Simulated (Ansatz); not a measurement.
# BH₂+ (triplet): the correlation ladder at angle H2–B1–H3 = 66.8°, aug-cc-pVTZ

Aim: climb from Hartree-Fock through coupled cluster and multireference methods for BH₂+ (triplet) at one geometry and basis, and see what each rung misses.

Computed with Ansatz 0.2.0, Gaussian basis. Level: aug-cc-pVTZ, core rule «outside noble gas», up to 1 orbitals frozen.

Plan: UHF; CCSD(T) on ROHF; CCSD(T) on UHF; BCCD(T) on ROHF; CCSDT(Q) on ROHF; CCSDT(Q) on UHF; CASSCF and NEVPT2, 4 electrons in 6 orbitals; Full CI.

12 further runs of the same task are left out: 2 for a known fault of the program, 7 that didn't finish, 3 set aside as unsound or not needed.

## Step 1: The system

The geometry derives from a PBE0/def2-TZVP stationary point (not a proven minimum). One angle is set to the value named; bond lengths are kept.

3 atoms, charge 1, spin multiplicity 3.

Atoms are counted from 1 here; the program's logs count them from 0.

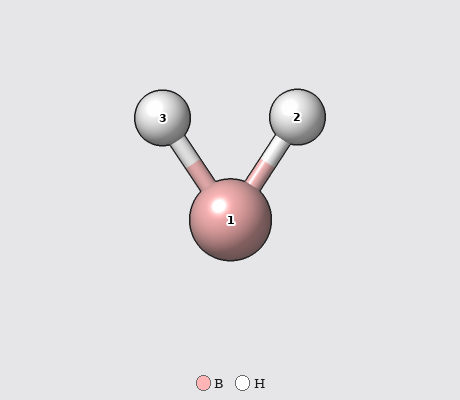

The structure; boron pink, hydrogen white; atoms are numbered from 1 in the order of the file.

In the tables R marks a restricted open-shell determinant and U an unrestricted one; 'valence' is the active space of 4 electrons in 6 orbitals; energies count from the table's Hartree-Fock row.

## Step 2: UHF

in.yaml reads:

```yaml
crystal:
  periodic: [false, false, false]
  atoms:
    - {symbol: B, position_ang: [0.000000, 0.000000, -0.169375]}
    - {symbol: H, position_ang: [0.000000, 0.710556, 0.908346]}
    - {symbol: H, position_ang: [0.000000, -0.710556, 0.908346]}
basis:
  gaussian: {orbitals: aug-cc-pVTZ}
total_charge: 1
magnetization: {spin_polarized: true, initial_magnetization: 2}
hamiltonian: {xc: hf}
output: {orbitals: {seedname: orbitals}}
```

Command:

```
$ ansatz run in.yaml --threads 1 --pin off --events-out ev --progress --plain --max-ram 2393MiB
```

The program printed:

```text
Functional definition: HF
  name "HF"
  cite "Fock, Z. Phys. 61, 126 (1930) doi:10.1007/BF01340294"
  parent pbe
  exchange = exact_x
  correlation = 0
404 factors; their error is unknown
mean field evaluation 1: about -688.8140 eV, gradient 7.5e0 eV
mean field evaluation 2: about -689.4213 eV, gradient 2.9e0 eV
mean field evaluation 4: about -689.5768 eV, gradient 2.9e-1 eV
mean field evaluation 8: about -689.5824 eV, gradient 3.4e-4 eV
mean field -689.58243481 eV, -25.3416870635 hartree, gradient 2.1e-5 eV, S^2 2.008856; 0 other end points of the search recorded, 0 dependent functions left out
reference -689.58243481 eV, -25.3416870635 hartree; 4, 2 occupied and 88, 90 virtual orbitals, 404 factors
Total energy: -689.58243481 eV, -25.3416870635 hartree
```

It took 0.65 s on 1 thread of Arm Neoverse V2, shared host.

From the report: ⟨S²⟩ of the determinant 2.009 (pure triplet: 2.00).

## Step 3: CCSD(T) on ROHF

Edit in.yaml of step 2 so:

```diff
@@ -9,4 +9,4 @@
 total_charge: 1
-magnetization: {spin_polarized: true, initial_magnetization: 2}
-hamiltonian: {xc: hf}
-output: {orbitals: {seedname: orbitals}}
+magnetization: {spin_polarized: false, initial_magnetization: 2}
+correlation: {method: ccsd_t, electrons: outside_noble_gas}
+output: {forces: true}
```

The command is unchanged.

The program printed:

```text
Functional definition: HF
  name "HF"
  cite "Fock, Z. Phys. 61, 126 (1930) doi:10.1007/BF01340294"
  parent pbe
  exchange = exact_x
  correlation = 0
522 factors; integrals over basis functions are off by at most 8.1e-4 eV
mean field evaluation 1: about -688.7454 eV, gradient 7.1e0 eV
mean field evaluation 2: about -688.7456 eV, gradient 7.1e0 eV
mean field evaluation 4: about -689.4655 eV, gradient 7.2e-1 eV
mean field evaluation 8: about -689.4743 eV, gradient 8.0e-4 eV
mean field evaluation 16: about -689.4743 eV, gradient 1.1e-6 eV
mean field evaluation 32: about -685.9699 eV, gradient 1.1e-2 eV
mean field -689.47426710 eV, -25.3377119733 hartree, gradient 1.1e-6 eV, S^2 2.000000; 0 other end points of the search recorded, 0 dependent functions left out
1 core orbitals not correlated: weight in the atoms' cores, before any rotation towards them, 1.000 or more for the frozen orbitals, at most 0.000 for the correlated occupied ones
reference -689.47426710 eV, -25.3377119733 hartree; 3, 1 occupied and 88, 90 virtual orbitals, 522 factors
second order -1.51688276 eV of doubles, -0.06660410 eV of singles
cycle   1  -1.84915130 eV  change   -2.6e-1 eV  update   4.0e-2
cycle   2  -1.97313772 eV  change   -1.2e-1 eV  update   1.8e-2
cycle   3  -1.98069046 eV  change   -7.6e-3 eV  update   6.0e-3
cycle   4  -1.98286965 eV  change   -2.2e-3 eV  update   1.7e-3
cycle   5  -1.98250260 eV  change    3.7e-4 eV  update   5.7e-4
cycle   6  -1.98256722 eV  change   -6.5e-5 eV  update   1.8e-4
cycle   7  -1.98260838 eV  change   -4.1e-5 eV  update   4.8e-5
cycle   8  -1.98258991 eV  change    1.8e-5 eV  update   1.0e-5
cycle   9  -1.98259208 eV  change   -2.2e-6 eV  update   2.7e-6
cycle  10  -1.98259247 eV  change   -3.9e-7 eV  update   8.5e-7
perturbative correction -0.04294170 eV, -0.0015780782 hartree
the calculation of the forces begins
Total energy: -691.49980126 eV, -25.4121489808 hartree
Atom 0 at     0.000000     0.000000    -0.169375 Å, force     0.000000    -0.000000     0.059613 eV/Å
Atom 1 at     0.000000     0.710556     0.908346 Å, force    -0.000000     0.024880    -0.029807 eV/Å
Atom 2 at     0.000000    -0.710556     0.908346 Å, force    -0.000000    -0.024880    -0.029807 eV/Å
Dipole moment:     0.000000    -0.000000     0.180081 e Å
```

It took 12 s on 1 thread of Arm Neoverse V2, shared host; peak memory 0.76 GiB.

From the report: correlation -2.0255 eV; T1 0.022; largest double amplitude 0.06.

## Step 4: CCSD(T) on UHF

Edit in.yaml of step 3 so:

```diff
@@ -9,3 +9,3 @@
 total_charge: 1
-magnetization: {spin_polarized: false, initial_magnetization: 2}
+magnetization: {spin_polarized: true, initial_magnetization: 2}
 correlation: {method: ccsd_t, electrons: outside_noble_gas}
```

The command is unchanged.

The program printed:

```text
Functional definition: HF
  name "HF"
  cite "Fock, Z. Phys. 61, 126 (1930) doi:10.1007/BF01340294"
  parent pbe
  exchange = exact_x
  correlation = 0
522 factors; integrals over basis functions are off by at most 8.1e-4 eV
mean field evaluation 1: about -688.8190 eV, gradient 7.5e0 eV
mean field evaluation 2: about -688.8192 eV, gradient 7.5e0 eV
mean field evaluation 4: about -689.5666 eV, gradient 8.2e-1 eV
mean field evaluation 8: about -689.5824 eV, gradient 1.8e-3 eV
mean field evaluation 16: about -689.5824 eV, gradient 1.1e-6 eV
mean field -689.58244755 eV, -25.3416875317 hartree, gradient 1.1e-6 eV, S^2 2.008856; 1 other end points of the search recorded, 0 dependent functions left out
determinant -689.58244755 eV, -25.3416875317 hartree, with singles and doubles -691.51143837 eV, -25.4125766368 hartree
determinant -686.13566147 eV, -25.2150204797 hartree, with singles and doubles -688.24277261 eV, -25.2924553856 hartree
1 core orbitals not correlated: weight in the atoms' cores, before any rotation towards them, 1.000 or more for the frozen orbitals, at most 0.000 for the correlated occupied ones
reference -689.58244755 eV, -25.3416875317 hartree; 3, 1 occupied and 88, 90 virtual orbitals, 522 factors
second order -1.46650599 eV of doubles, -0.00000000 eV of singles
cycle   1  -1.86371471 eV  change   -1.7e-1 eV  update   1.7e-2
cycle   2  -1.87181712 eV  change   -8.1e-3 eV  update   4.5e-3
cycle   3  -1.87570493 eV  change   -3.9e-3 eV  update   1.8e-3
cycle   4  -1.87720014 eV  change   -1.5e-3 eV  update   6.7e-4
cycle   5  -1.87745074 eV  change   -2.5e-4 eV  update   2.5e-4
cycle   6  -1.87748175 eV  change   -3.1e-5 eV  update   7.1e-5
cycle   7  -1.87748204 eV  change   -2.9e-7 eV  update   1.5e-5
cycle   8  -1.87747897 eV  change    3.1e-6 eV  update   4.1e-6
cycle   9  -1.87747776 eV  change    1.2e-6 eV  update   1.1e-6
perturbative correction -0.04036871 eV, -0.0014835226 hartree
the calculation of the forces begins
Total energy: -691.50029401 eV, -25.4121670893 hartree
Atom 0 at     0.000000     0.000000    -0.169375 Å, force     0.000000    -0.000000     0.059611 eV/Å
Atom 1 at     0.000000     0.710556     0.908346 Å, force     0.000000     0.024938    -0.029805 eV/Å
Atom 2 at     0.000000    -0.710556     0.908346 Å, force    -0.000000    -0.024938    -0.029805 eV/Å
Dipole moment:    -0.000000     0.000000     0.180132 e Å
```

Run time: 13 s. Hardware: 1 thread of Arm Neoverse V2, shared host; peak memory 0.76 GiB.

From the report: ⟨S²⟩ of the determinant 2.009 (pure triplet: 2.00); correlation -1.9178 eV; T1 0.015; largest double amplitude 0.06.

## Step 5: BCCD(T) on ROHF

Edit in.yaml of step 4 so:

```diff
@@ -9,4 +9,3 @@
 total_charge: 1
-magnetization: {spin_polarized: true, initial_magnetization: 2}
-correlation: {method: ccsd_t, electrons: outside_noble_gas}
-output: {forces: true}
+magnetization: {spin_polarized: false, initial_magnetization: 2}
+correlation: {method: bccd_t, electrons: outside_noble_gas}
```

Launched as before.

The program printed:

```text
Functional definition: HF
  name "HF"
  cite "Fock, Z. Phys. 61, 126 (1930) doi:10.1007/BF01340294"
  parent pbe
  exchange = exact_x
  correlation = 0
522 factors; integrals over basis functions are off by at most 8.1e-4 eV
mean field evaluation 1: about -688.7454 eV, gradient 7.1e0 eV
mean field evaluation 2: about -688.7456 eV, gradient 7.1e0 eV
mean field evaluation 4: about -689.4655 eV, gradient 7.2e-1 eV
mean field evaluation 8: about -689.4743 eV, gradient 8.0e-4 eV
mean field evaluation 16: about -689.4743 eV, gradient 1.1e-6 eV
mean field evaluation 32: about -685.9699 eV, gradient 1.1e-2 eV
mean field -689.47426710 eV, -25.3377119733 hartree, gradient 1.1e-6 eV, S^2 2.000000; 0 other end points of the search recorded, 0 dependent functions left out
1 core orbitals not correlated: weight in the atoms' cores, before any rotation towards them, 1.000 or more for the frozen orbitals, at most 0.000 for the correlated occupied ones
reference -689.47426710 eV, -25.3377119733 hartree; 3, 1 occupied and 88, 90 virtual orbitals, 522 factors
second order -1.51688276 eV of doubles, -0.06660410 eV of singles
cycle   1  -1.85646889 eV  change   -2.7e-1 eV  update   4.0e-2
cycle   2  -1.97657090 eV  change   -1.2e-1 eV  update   1.8e-2
cycle   3  -1.98314530 eV  change   -6.6e-3 eV  update   6.3e-3
cycle   4  -1.98462797 eV  change   -1.5e-3 eV  update   1.9e-3
cycle   5  -1.98387785 eV  change    7.5e-4 eV  update   6.4e-4
cycle   6  -1.98385150 eV  change    2.6e-5 eV  update   2.1e-4
cycle   7  -1.98388500 eV  change   -3.4e-5 eV  update   5.7e-5
cycle   8  -1.98386575 eV  change    1.9e-5 eV  update   1.3e-5
cycle   9  -1.98387002 eV  change   -4.3e-6 eV  update   3.7e-6
perturbative correction -0.04176311 eV, -0.0015347658 hartree
Total energy: -691.49990022 eV, -25.4121526176 hartree
```

Wall time 2.5 s (1 thread of Arm Neoverse V2, shared host); peak memory 0.48 GiB.

From the report: correlation -2.0256 eV; largest double amplitude 0.06.

## Step 6: CCSDT(Q) on ROHF

Edit in.yaml of step 5 so:

```diff
@@ -10,2 +10,2 @@
 magnetization: {spin_polarized: false, initial_magnetization: 2}
-correlation: {method: bccd_t, electrons: outside_noble_gas}
+correlation: {method: ccsdt_q, electrons: outside_noble_gas}
```

Launched as before.

The program printed:

```text
Functional definition: HF
  name "HF"
  cite "Fock, Z. Phys. 61, 126 (1930) doi:10.1007/BF01340294"
  parent pbe
  exchange = exact_x
  correlation = 0
1068 factors; integrals over basis functions are off by at most 2.0e-7 eV
mean field evaluation 1: about -688.7452 eV, gradient 7.1e0 eV
mean field evaluation 2: about -688.7455 eV, gradient 7.1e0 eV
mean field evaluation 4: about -689.4656 eV, gradient 7.2e-1 eV
mean field evaluation 8: about -689.4743 eV, gradient 9.7e-4 eV
mean field evaluation 16: about -689.4743 eV, gradient 1.8e-6 eV
mean field evaluation 32: about -685.9699 eV, gradient 1.1e-2 eV
mean field -689.47426806 eV, -25.3377120088 hartree, gradient 1.8e-6 eV, S^2 2.000000; 0 other end points of the search recorded, 0 dependent functions left out
1 core orbitals not correlated: weight in the atoms' cores, before any rotation towards them, 1.000 or more for the frozen orbitals, at most 0.000 for the correlated occupied ones
reference -689.47426806 eV, -25.3377120088 hartree; 3, 1 occupied and 88, 90 virtual orbitals, 1068 factors
second order -1.51688874 eV of doubles, -0.06660415 eV of singles
cycle   1  -1.84914777 eV  change   -2.6e-1 eV  update   4.3e-2
cycle   2  -2.02785026 eV  change   -1.8e-1 eV  update   2.1e-2
cycle   3  -2.02988662 eV  change   -2.0e-3 eV  update   7.0e-3
cycle   4  -2.03730218 eV  change   -7.4e-3 eV  update   2.9e-3
cycle   5  -2.03696311 eV  change    3.4e-4 eV  update   9.8e-4
cycle   6  -2.03654893 eV  change    4.1e-4 eV  update   2.7e-4
cycle   7  -2.03682654 eV  change   -2.8e-4 eV  update   1.0e-4
cycle   8  -2.03683267 eV  change   -6.1e-6 eV  update   2.7e-5
cycle   9  -2.03681213 eV  change    2.1e-5 eV  update   7.5e-6
cycle  10  -2.03681781 eV  change   -5.7e-6 eV  update   2.3e-6
cycle  11  -2.03681759 eV  change    2.2e-7 eV  update   7.7e-7
cycle  12  -2.03681729 eV  change    3.0e-7 eV  update   2.7e-7
perturbative correction -0.00040276 eV, -0.0000148010 hartree
Total energy: -691.51148811 eV, -25.4125784645 hartree
```

Run time: 56 s. Hardware: 1 thread of Arm Neoverse V2, shared host; peak memory 1.3 GiB.

From the report: correlation -2.0372 eV; T1 0.023; largest double amplitude 0.06.

## Step 7: CCSDT(Q) on UHF

Edit in.yaml of step 6 so:

```diff
@@ -9,3 +9,3 @@
 total_charge: 1
-magnetization: {spin_polarized: false, initial_magnetization: 2}
+magnetization: {spin_polarized: true, initial_magnetization: 2}
 correlation: {method: ccsdt_q, electrons: outside_noble_gas}
```

Launched as before.

The program printed:

```text
Functional definition: HF
  name "HF"
  cite "Fock, Z. Phys. 61, 126 (1930) doi:10.1007/BF01340294"
  parent pbe
  exchange = exact_x
  correlation = 0
1068 factors; integrals over basis functions are off by at most 2.0e-7 eV
mean field evaluation 1: about -688.8188 eV, gradient 7.5e0 eV
mean field evaluation 2: about -688.8192 eV, gradient 7.5e0 eV
mean field evaluation 4: about -689.5666 eV, gradient 8.2e-1 eV
mean field evaluation 8: about -689.5824 eV, gradient 1.8e-3 eV
mean field evaluation 16: about -689.5824 eV, gradient 1.9e-6 eV
mean field -689.58244858 eV, -25.3416875696 hartree, gradient 1.9e-6 eV, S^2 2.008856; 1 other end points of the search recorded, 0 dependent functions left out
determinant -689.58244858 eV, -25.3416875696 hartree, with singles and doubles -691.51144502 eV, -25.4125768812 hartree
determinant -686.13566258 eV, -25.2150205205 hartree, with singles and doubles -688.24278180 eV, -25.2924557233 hartree
1 core orbitals not correlated: weight in the atoms' cores, before any rotation towards them, 1.000 or more for the frozen orbitals, at most 0.000 for the correlated occupied ones
reference -689.58244858 eV, -25.3416875696 hartree; 3, 1 occupied and 88, 90 virtual orbitals, 1068 factors
second order -1.46651181 eV of doubles, -0.00000000 eV of singles
cycle   1  -1.73354773 eV  change   -2.7e-1 eV  update   4.4e-2
cycle   2  -1.92045576 eV  change   -1.9e-1 eV  update   2.2e-2
cycle   3  -1.92322273 eV  change   -2.8e-3 eV  update   6.4e-3
cycle   4  -1.92908777 eV  change   -5.9e-3 eV  update   2.6e-3
cycle   5  -1.92911787 eV  change   -3.0e-5 eV  update   1.0e-3
cycle   6  -1.92878562 eV  change    3.3e-4 eV  update   2.8e-4
cycle   7  -1.92904532 eV  change   -2.6e-4 eV  update   9.8e-5
cycle   8  -1.92904777 eV  change   -2.4e-6 eV  update   2.9e-5
cycle   9  -1.92902525 eV  change    2.3e-5 eV  update   8.1e-6
cycle  10  -1.92903144 eV  change   -6.2e-6 eV  update   2.4e-6
cycle  11  -1.92903120 eV  change    2.3e-7 eV  update   7.4e-7
cycle  12  -1.92903106 eV  change    1.4e-7 eV  update   2.4e-7
perturbative correction -0.00037892 eV, -0.0000139252 hartree
Total energy: -691.51185857 eV, -25.4125920788 hartree
```

It took 56 s on 1 thread of Arm Neoverse V2, shared host; peak memory 1.2 GiB.

From the report: ⟨S²⟩ of the determinant 2.009 (pure triplet: 2.00); correlation -1.9294 eV; T1 0.015; largest double amplitude 0.07.

## Step 8: CASSCF and NEVPT2, 4 electrons in 6 orbitals

Edit in.yaml of step 7 so:

```diff
@@ -9,3 +9,3 @@
 total_charge: 1
-magnetization: {spin_polarized: true, initial_magnetization: 2}
-correlation: {method: ccsdt_q, electrons: outside_noble_gas}
+magnetization: {spin_polarized: false, initial_magnetization: 2}
+correlation: {method: sc_nevpt2, electrons: outside_noble_gas, active_space: {window: {electrons: 4, orbitals: 6}, shells: [{species: B, l: s, shell: 2}, {species: B, l: p, shell: 2}, {species: H, l: s, shell: 1}]}}
```

Launched as before.

The program printed:

```text
Functional definition: HF
  name "HF"
  cite "Fock, Z. Phys. 61, 126 (1930) doi:10.1007/BF01340294"
  parent pbe
  exchange = exact_x
  correlation = 0
1068 factors; integrals over basis functions are off by at most 2.0e-7 eV
mean field evaluation 1: about -688.7452 eV, gradient 7.1e0 eV
mean field evaluation 2: about -688.7455 eV, gradient 7.1e0 eV
mean field evaluation 4: about -689.4656 eV, gradient 7.2e-1 eV
mean field evaluation 8: about -689.4743 eV, gradient 9.7e-4 eV
mean field -689.47426806 eV, -25.3377120088 hartree, gradient 1.8e-6 eV, S^2 2.000000; 0 other end points of the search recorded, 0 dependent functions left out
reference -689.47426806 eV, -25.3377120088 hartree; 4, 2 occupied and 88, 90 virtual orbitals, 1068 factors
state -690.42433247 eV, -25.3726262320 hartree
state -690.42433247 eV, -25.3726262320 hartree; corrected -691.25374705 eV, -25.4031066555 hartree
Total energy: -691.25374705 eV, -25.4031066555 hartree
Checks for a lower state left out: starts, orbital_swaps
```

Wall time 1.7 s (1 thread of Arm Neoverse V2, shared host).

From the report: 60 determinants; active occupations 1.96, 1.00, 1.00, 0.02, 0.01, 0.01.

## Step 9: Full CI

in.yaml reads:

```yaml
crystal:
  periodic: [false, false, false]
  atoms:
    - {symbol: B, position_ang: [0.000000, 0.000000, -0.169375]}
    - {symbol: H, position_ang: [0.000000, 0.710556, 0.908346]}
    - {symbol: H, position_ang: [0.000000, -0.710556, 0.908346]}
basis:
  gaussian: {orbitals: aug-cc-pVTZ}
total_charge: 1
magnetization: {spin_polarized: false, initial_magnetization: 2}
correlation: {method: fci, electrons: outside_noble_gas}
```

Same command.

The program printed:

```text
Functional definition: HF
  name "HF"
  cite "Fock, Z. Phys. 61, 126 (1930) doi:10.1007/BF01340294"
  parent pbe
  exchange = exact_x
  correlation = 0
1068 factors; integrals over basis functions are off by at most 2.0e-7 eV
mean field evaluation 1: about -688.7452 eV, gradient 7.1e0 eV
mean field evaluation 2: about -688.7455 eV, gradient 7.1e0 eV
mean field evaluation 4: about -689.4656 eV, gradient 7.2e-1 eV
mean field evaluation 8: about -689.4743 eV, gradient 9.7e-4 eV
mean field -689.47426806 eV, -25.3377120088 hartree, gradient 1.8e-6 eV, S^2 2.000000; 0 other end points of the search recorded, 0 dependent functions left out
mean field evaluation 16: about -689.5806 eV, gradient 2.9e-1 eV
1 core orbitals not correlated: weight in the atoms' cores, before any rotation towards them, 1.000 or more for the frozen orbitals, at most 0.000 for the correlated occupied ones
reference -689.47426806 eV, -25.3377120088 hartree; 3, 1 occupied and 88, 90 virtual orbitals, 1068 factors
state -691.51154035 eV, -25.4125803844 hartree
Total energy: -691.51154035 eV, -25.4125803844 hartree
```

It took 52 s on 1 thread of Arm Neoverse V2, shared host; peak memory 0.77 GiB.

From the report: 4,238,676 determinants, symmetry B2.

## Step 10: How many determinants matter

Natural occupations of the FCI state about the gap (report; correlated orbitals 1 to 10): 1.945, 0.993, 0.987, 0.020, 0.015, 0.014, 0.007, 0.003, 0.003, 0.003. The count of effectively unpaired electrons, Σ n²(2 − n)², is 2.01; a single determinant of this spin has 2.

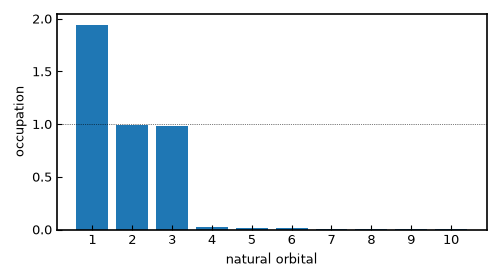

Natural occupations of the FCI state.

## Step 11: All levels against the top one

The yardstick is full CI for this spin, exact in this basis with these frozen cores. Rows without a time come out of other runs: HF, MP2 and CCSD of CCSD(T), CCSDT of CCSDT(Q), CASSCF and MRCISD of the multireference runs. The times of RCCSD(T), UCCSD(T) include forces.

Differences are taken before rounding.

```csv
method,energy from the lowest RHF (meV),from FCI (meV),time
RHF,0.0,+2037.3,
UHF,-108.2,+1929.1,
RMP2,-1583.5,+453.8,
UMP2,-1574.7,+462.6,
RCCSD,-1982.6,+54.7,
UCCSD,-1985.7,+51.6,
RCCSD(T),-2025.5,+11.7,12 s
UCCSD(T),-2026.0,+11.2,13 s
BCCD(T),-2025.6,+11.6,2.5 s
RCCSDT,-2036.8,+0.5,
UCCSDT,-2037.2,+0.1,
RCCSDT(Q),-2037.2,+0.1,56 s
UCCSDT(Q),-2037.6,-0.3,56 s
CASSCF valence,-950.1,+1087.2,
NEVPT2 valence,-1779.5,+257.8,1.7 s
FCI,-2037.3,0,52 s
```

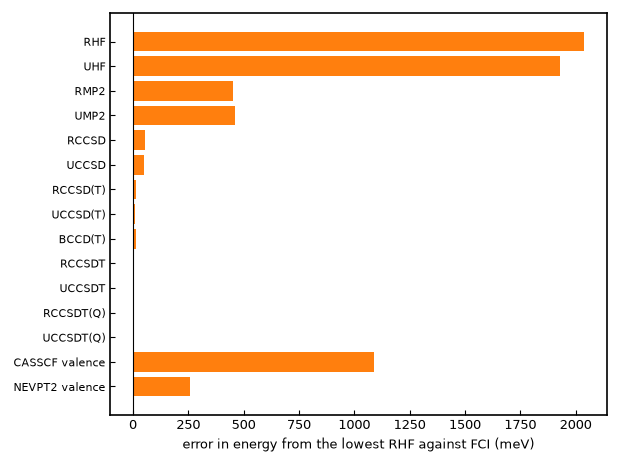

Deviations from FCI, method by method.

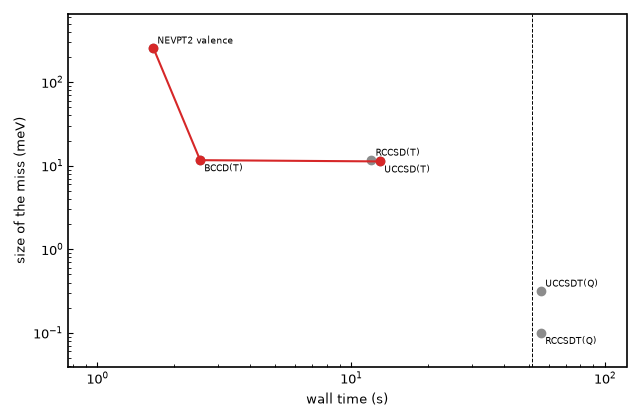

Miss against cost. Red marks the levels that no quicker level drawn beats (of those quicker than the yardstick), and the dashed line is the time of FCI. Misses under 0.1 meV are drawn at that value. Times are from a shared host.

## Step 12: Summary of results

```
                         quantity                                                              value
         FCI below the RHF energy                                                         -2.0373 eV
                    RMP2 from FCI                                                         +453.8 meV
                    UMP2 from FCI                                                         +462.6 meV
                   RCCSD from FCI                                                          +54.7 meV
                RCCSD(T) from FCI                                                          +11.7 meV
                UCCSD(T) from FCI                                                          +11.2 meV
               RCCSDT(Q) from FCI                                                           +0.1 meV
               UCCSDT(Q) from FCI                                                           -0.3 meV
          NEVPT2 valence from FCI                                                         +257.8 meV
levels within 1 kcal/mol (43 meV)  RCCSD(T), UCCSD(T), BCCD(T), RCCSDT, UCCSDT, RCCSDT(Q), UCCSDT(Q)
                    T1 diagnostic                                                              0.022
   effectively unpaired electrons                                                               2.01
```

What this shows: RCCSD(T) lands +11.7 meV from the yardstick (0.6 % of the correlation energy). One determinant dominates. These misses are within one basis, not against nature; the frozen cores of restricted and unrestricted runs differ, which can shift their rows.

For cost: UCCSD(T) gets within 11.2 meV in 13 s, where FCI took 52 s; the quickest level in the cost chart, NEVPT2 valence, takes 1.7 s and misses by 257.8 meV.
